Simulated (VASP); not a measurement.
Band structure of Ru (hcp). Calculation: optB88-vdW, VASP's PBE PAW potentials (set 64) (plane waves; VASP).

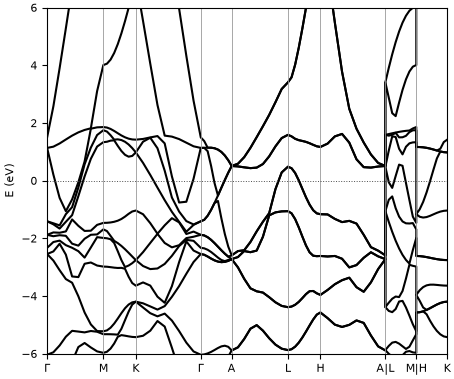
Figure. Bands along high-symmetry lines, zero at the valence-band maximum or, without a gap, the Fermi level

### Question
Read the plot: is there a gap, and where are the band edges?

### Answer
It has no gap at this level: it comes out as a metal or semimetal. (Edges off the drawn lines would not show.)

The compound is Ru in the hcp structure. It was relaxed first.
